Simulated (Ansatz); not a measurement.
## Nudged elastic band of SiH2F2

The run: nudged elastic band of SiH2F2. Method and program: RKS PBE0-D4/def2-SVP (Ansatz 0.2.0).

One setting was made poor on purpose. It belongs to a series of runs on one base structure; here: band between the two ends. Figures and captions count atoms from 1; the log counts them from 0 in places.

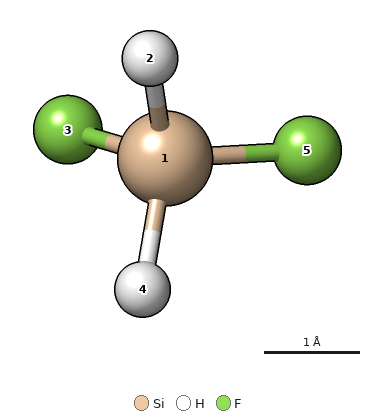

The structure as given in the input (ball-and-stick view, seen at a tilt; atoms are numbered from 1 in the order of the input).

## Input
```yaml
crystal:
  periodic: [false, false, false]
  atoms:
    - { symbol: Si, position_ang: [0.210261, 0.021534, 0.201472] }
    - { symbol: H, position_ang: [0.18572, -0.042616, 1.680722] }
    - { symbol: F, position_ang: [1.745562, 0.00193, -0.288306] }
    - { symbol: H, position_ang: [-0.454238, 1.212557, -0.375399] }
    - { symbol: F, position_ang: [-0.505403, -1.299407, -0.382089] }
basis:
  gaussian: { orbitals: def2-SVP }
hamiltonian:
  xc: pbe0
  dispersion: d4
neb:
  order_check: false
  images: 9
  f_tol: 0.2
  max_iterations: 60
  final_atoms:
    - { symbol: Si, position_ang: [-0.78695746, 0.20458615, 0.1793845] }
    - { symbol: H, position_ang: [1.48569139, -0.31374046, 1.51805697] }
    - { symbol: F, position_ang: [1.42189615, 0.12532343, 0.70187741] }
    - { symbol: H, position_ang: [-0.32638301, 1.11711336, -0.97113716] }
    - { symbol: F, position_ang: [-0.61234508, -1.23928447, -0.59178172] }
  initial_path:
    images:
      - { positions_ang: [[0.210261, 0.021534, 0.201472], [0.18572, -0.042616, 1.680722], [1.745562, 0.00193, -0.288306], [-0.454238, 1.212557, -0.375399], [-0.505403, -1.299407, -0.382089]] }
      - { positions_ang: [[0.1682217, 0.01732671, 0.16117226], [0.32560339, -0.03457027, 1.62543296], [1.74306139, 0.00111742, -0.14097005], [-0.50061395, 1.20871439, -0.39728374], [-0.55437053, -1.29859025, -0.41195143]] }
      - { positions_ang: [[0.1261824, 0.01311943, 0.12087251], [0.46548678, -0.02652455, 1.57014393], [1.74056078, 0.00030485, 0.00636589], [-0.5469899, 1.20487178, -0.41916848], [-0.60333806, -1.29777351, -0.44181385]] }
      - { positions_ang: [[0.0841431, 0.00891214, 0.08057277], [0.60537016, -0.01847882, 1.51485489], [1.73806017, -0.00050773, 0.15370184], [-0.59336585, 1.20102917, -0.44105322], [-0.65230559, -1.29695676, -0.47167628]] }
      - { positions_ang: [[0.0421038, 0.00470486, 0.04027303], [0.74525355, -0.0104331, 1.45956586], [1.73555955, -0.0013203, 0.30103779], [-0.63974179, 1.19718655, -0.46293796], [-0.70127312, -1.29614001, -0.50153871]] }
      - { positions_ang: [[6.45e-05, 0.00049757, -2.672e-05], [0.88513694, -0.00238737, 1.40427682], [1.73305894, -0.00213288, 0.44837373], [-0.68611774, 1.19334394, -0.4848227], [-0.75024064, -1.29532327, -0.53140113]] }
      - { positions_ang: [[-0.15733989, 0.04131529, 0.03585553], [1.00524783, -0.06465799, 1.42703285], [1.67082638, 0.02335839, 0.49907447], [-0.61417079, 1.17809783, -0.58208559], [-0.72266153, -1.28411551, -0.54347725]] }
      - { positions_ang: [[-0.31474428, 0.082133, 0.07173777], [1.12535872, -0.12692861, 1.44978888], [1.60859383, 0.04884965, 0.5497752], [-0.54222385, 1.16285171, -0.67934849], [-0.69508242, -1.27290775, -0.55555336]] }
      - { positions_ang: [[-0.47214867, 0.12295072, 0.10762001], [1.24546961, -0.18919922, 1.47254491], [1.54636127, 0.07434091, 0.60047594], [-0.4702769, 1.14760559, -0.77661138], [-0.6675033, -1.26169999, -0.56762948]] }
      - { positions_ang: [[-0.62955307, 0.16376843, 0.14350225], [1.3655805, -0.25146984, 1.49530094], [1.48412871, 0.09983217, 0.65117667], [-0.39832995, 1.13235948, -0.87387427], [-0.63992419, -1.25049223, -0.5797056]] }
      - { positions_ang: [[-0.78695746, 0.20458615, 0.1793845], [1.48569139, -0.31374046, 1.51805697], [1.42189615, 0.12532343, 0.70187741], [-0.32638301, 1.11711336, -0.97113716], [-0.61234508, -1.23928447, -0.59178172]] }
```

Machine: 1 thread of Arm Neoverse V2, 24 GiB of memory available, shared host.

Run as:
```bash
ansatz run input.yaml --threads 1 --pin off --max-ram 2048MiB --backend cpu --events-out ev --progress --plain --runs-dir out
```

## What the program printed
```
Engine: ansatz 0.2.0, aarch64-unknown-linux-gnu
Functional definition: PBE0
  parameter a = 0.25
  parameter kappa = 0.804
  parameter beta = 0.06672455060314922
  exchange = (1 - a)*pbe_x(kappa = kappa, mu = beta*pi^2/3) + a*exact_x
  correlation = pbe_c(beta = beta)
553 factors; integrals over basis functions are off by at most 4.0e-4 eV
mean field evaluation 1: about -13329.4302 eV, gradient 3.7e1 eV
mean field evaluation 2: about -13327.0541 eV, gradient 5.5e1 eV
mean field evaluation 4: about -13331.4692 eV, gradient 1.8e-1 eV
mean field evaluation 8: about -13331.4726 eV, gradient 2.9e-3 eV
mean field -13331.47257043 eV, -489.9225805666 hartree, gradient 5.8e-5 eV, S^2 0.000000; 0 other end points of the search recorded, 0 dependent functions left out
the calculation of the forces begins
reference -13331.47258868 eV, -489.9225812373 hartree; 17, 17 occupied and 39, 39 virtual orbitals, 553 factors
555 factors; integrals over basis functions are off by at most 9.5e-4 eV
mean field evaluation 16: about -13328.2395 eV, gradient 2.0e0 eV
mean field -13328.25076245 eV, -489.8041813072 hartree, gradient 9.0e-6 eV, S^2 0.000000; 0 other end points of the search recorded, 0 dependent functions left out
[... from here on the field's lines of each further geometry are left out, up to the last ...]
NEB iter   1: max|band force component| = 7.176e0 eV/Å  barrier→ = 4.8896 eV  barrier← = 1.6690 eV  Δτ_max = 0.1914 Å  (250 SCF iters)
NEB iter   2: max|band force component| = 2.558e0 eV/Å  barrier→ = 3.7384 eV  barrier← = 0.5177 eV  Δτ_max = 0.1917 Å  (251 SCF iters)
NEB iter   3: max|band force component| = 1.661e0 eV/Å  barrier→ = 3.7773 eV  barrier← = 0.5567 eV  Δτ_max = 0.1491 Å  (244 SCF iters)
NEB iter   4: max|band force component| = 4.938e0 eV/Å  barrier→ = 3.6554 eV  barrier← = 0.4348 eV  Δτ_max = 0.0721 Å  (237 SCF iters)
NEB iter   5: max|band force component| = 8.363e-1 eV/Å  barrier→ = 3.6265 eV  barrier← = 0.4058 eV  Δτ_max = 0.0544 Å  (230 SCF iters)
NEB iter   6: max|band force component| = 8.091e-1 eV/Å  barrier→ = 3.6177 eV  barrier← = 0.3970 eV  CI = image 6  Δτ_max = 0.1024 Å  (227 SCF iters)
NEB iter   7: max|band force component| = 4.127e-1 eV/Å  barrier→ = 3.6907 eV  barrier← = 0.4700 eV  CI = image 6  Δτ_max = 0.0345 Å  (238 SCF iters)
the calculation of the forces begins
reference -13328.24323363 eV, -489.8039046280 hartree; 17, 17 occupied and 39, 39 virtual orbitals, 555 factors
555 factors; integrals over basis functions are off by at most 1.1e-3 eV
mean field evaluation 672: about -13325.6790 eV, gradient 3.6e1 eV
mean field -13327.78946056 eV, -489.7872287755 hartree, gradient 8.7e-5 eV, S^2 0.000000; 1 other end points of the search recorded, 0 dependent functions left out
the calculation of the forces begins
reference -13327.78947966 eV, -489.7872294772 hartree; 17, 17 occupied and 39, 39 virtual orbitals, 555 factors
NEB iter   8: max|band force component| = 1.103e-1 eV/Å  barrier→ = 3.6825 eV  barrier← = 0.4618 eV  CI = image 6  Δτ_max = 0.0000 Å  (439 SCF iters)
```

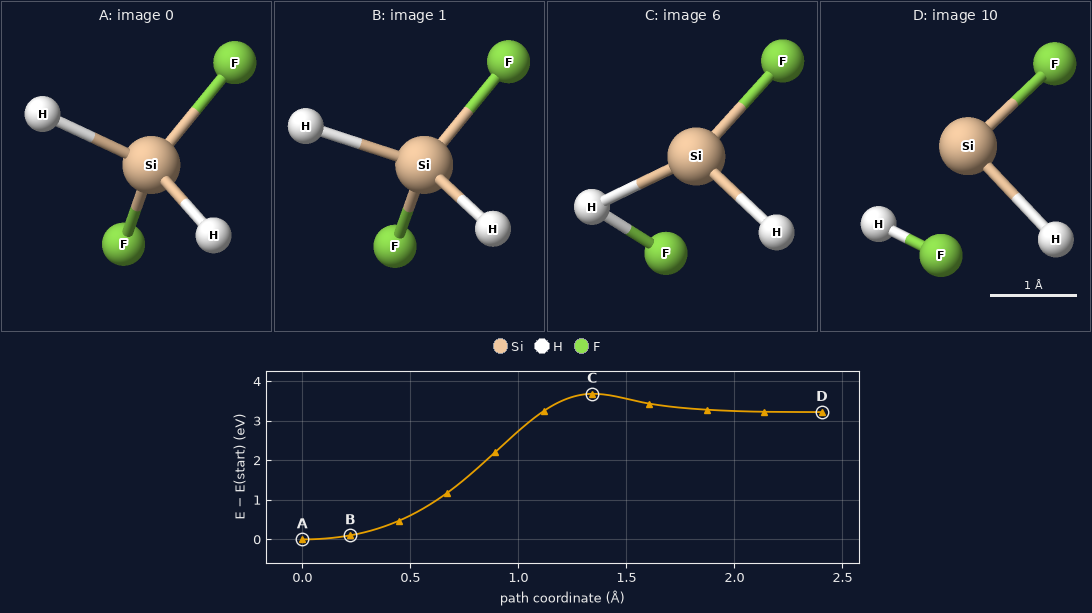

Images of the last band (counted from 0; ball-and-stick, seen at a tilt) above the energy along the path; the line is a cubic interpolation that uses the forces. The highest image is number 6, 3.682 eV above the start and 0.462 eV above the end (the climbing image); the end lies 3.221 eV above the start. The path is 2.41 Å long. The band converged in 8 iterations.

```
Total energy: -13327.83719592 eV, -489.7889830174 hartree
Atom 0 at    -0.302296     0.028335     0.312875 Å, force     0.046468     0.076547     0.068697 eV/Å
Atom 1 at     0.983013    -0.048369     1.368125 Å, force    -0.060722    -0.019938     0.012357 eV/Å
Atom 2 at     1.629751     0.014525     0.409325 Å, force     0.028554     0.015473    -0.039471 eV/Å
Atom 3 at    -0.527160     1.171602    -0.642632 Å, force     0.001086    -0.004216    -0.002649 eV/Å
Atom 4 at    -0.601406    -1.272094    -0.611292 Å, force    -0.015387    -0.067866    -0.038935 eV/Å
Dipole moment:    -0.081218     0.218783     0.207645 e Å
this run last wrote the band of iteration 8 to [file]
```

## The last band as extended XYZ (Å, eV, eV/Å)
```
5
Properties=species:S:1:pos:R:3:forces:R:3 image=0 energy=-13331.51967
Si    0.2103    0.0215    0.2015   -0.0001  -0.0028  -0.0011
H     0.1857   -0.0426    1.6807    0.0004  -0.0003  -0.0055
F     1.7456    0.0019   -0.2883   -0.0057   0.0008   0.0021
H    -0.4542    1.2126   -0.3754    0.0026  -0.0046   0.0013
F    -0.5054   -1.2994   -0.3821    0.0028   0.0070   0.0032
5
Properties=species:S:1:pos:R:3:forces:R:3 image=1 energy=-13331.41596
Si    0.1788    0.0243    0.2057    0.2548   0.0063  -0.0382
H     0.3243   -0.0541    1.6754   -0.6542   0.0167   0.1165
F     1.7437    0.0110   -0.1712    0.1237  -0.0211  -0.5532
H    -0.5025    1.1744   -0.4441    0.1145   0.0577   0.2649
F    -0.5625   -1.2616   -0.4294    0.1612  -0.0595   0.2100
5
Properties=species:S:1:pos:R:3:forces:R:3 image=2 energy=-13331.05131
Si    0.1228    0.0236    0.2151    0.8536   0.0180  -0.2045
H     0.4760   -0.0588    1.6486   -1.5061  -0.0143   0.5307
F     1.7149    0.0186   -0.0522    0.3535  -0.0089  -1.2612
H    -0.5328    1.1611   -0.4998    0.0976  -0.0039   0.5005
F    -0.5989   -1.2505   -0.4752    0.2014   0.0091   0.4345
5
Properties=species:S:1:pos:R:3:forces:R:3 image=3 energy=-13330.34959
Si    0.0454    0.0216    0.2359    1.8701   0.0245  -0.5465
H     0.6257   -0.0601    1.5959   -2.3347  -0.0750   1.2906
F     1.6779    0.0247    0.0620    0.3633   0.0413  -2.0046
H    -0.5498    1.1616   -0.5409   -0.0208  -0.0821   0.6645
F    -0.6173   -1.2537   -0.5164    0.1221   0.0914   0.5961
5
Properties=species:S:1:pos:R:3:forces:R:3 image=4 energy=-13329.31361
Si   -0.0552    0.0200    0.2677    2.7321   0.0343  -0.7293
H     0.7617   -0.0603    1.5206   -2.6951  -0.1315   1.9036
F     1.6518    0.0289    0.1715    0.1357   0.1065  -2.4237
H    -0.5571    1.1663   -0.5703   -0.1504  -0.0955   0.6629
F    -0.6194   -1.2609   -0.5531   -0.0223   0.0862   0.5864
5
Properties=species:S:1:pos:R:3:forces:R:3 image=5 energy=-13328.27538
Si   -0.1742    0.0189    0.2992    2.0990   0.0558  -0.3693
H     0.8824   -0.0592    1.4370   -1.9611  -0.1203   1.3838
F     1.6413    0.0320    0.2804    0.0799   0.1103  -1.7610
H    -0.5586    1.1701   -0.5926   -0.1411  -0.0548   0.4076
F    -0.6090   -1.2678   -0.5876   -0.0767   0.0090   0.3389
5
Properties=species:S:1:pos:R:3:forces:R:3 image=6 energy=-13327.83718
Si   -0.3023    0.0283    0.3129    0.0465   0.0765   0.0687
H     0.9830   -0.0484    1.3681   -0.0607  -0.0199   0.0124
F     1.6298    0.0145    0.4093    0.0286   0.0155  -0.0395
H    -0.5272    1.1716   -0.6426    0.0011  -0.0042  -0.0026
F    -0.6014   -1.2721   -0.6113   -0.0154  -0.0679  -0.0389
5
Properties=species:S:1:pos:R:3:forces:R:3 image=7 energy=-13328.08607
Si   -0.4812    0.0476    0.3093   -0.6823   0.0382   0.0239
H     1.1213   -0.0477    1.3654    0.5991  -0.0383  -0.0020
F     1.6199    0.0012    0.5282    0.0361   0.0216   0.2761
H    -0.4778    1.1636   -0.7221    0.0432  -0.0173  -0.1619
F    -0.6003   -1.2707   -0.6443    0.0038  -0.0042  -0.1360
5
Properties=species:S:1:pos:R:3:forces:R:3 image=8 energy=-13328.23925
Si   -0.6226    0.0885    0.2684   -0.1902   0.0256  -0.0213
H     1.2784   -0.0786    1.4720    0.2271  -0.0372   0.1025
F     1.5711   -0.0114    0.5843   -0.0273   0.0296   0.0417
H    -0.4136    1.1483   -0.8174    0.0055  -0.0162  -0.0665
F    -0.6314   -1.2528   -0.6709   -0.0151  -0.0018  -0.0564
5
Properties=species:S:1:pos:R:3:forces:R:3 image=9 energy=-13328.29149
Si   -0.7299    0.1353    0.2159   -0.0379   0.0130  -0.0070
H     1.4438   -0.1489    1.5516    0.0573  -0.0225   0.0198
F     1.4809    0.0181    0.6379   -0.0186   0.0188   0.0151
H    -0.3590    1.1316   -0.8945    0.0021  -0.0011  -0.0188
F    -0.6540   -1.2421   -0.6746   -0.0027  -0.0083  -0.0091
5
Properties=species:S:1:pos:R:3:forces:R:3 image=10 energy=-13328.29901
Si   -0.7870    0.2046    0.1794    0.0086  -0.0322  -0.0132
H     1.4857   -0.3137    1.5181    0.0044   0.0001  -0.0167
F     1.4219    0.1253    0.7019   -0.0058   0.0036   0.0207
H    -0.3264    1.1171   -0.9711    0.0018  -0.0013  -0.0055
F    -0.6123   -1.2393   -0.5918   -0.0091   0.0296   0.0148
```

## Key numbers

- outcome: converged
- barrier, forward: 3.683 eV
- barrier, backward: 0.462 eV
- wall time: 79 s
- peak memory: 0.1 GiB

A deliberately poor setting: loose force. The order of the saddle point was not checked.
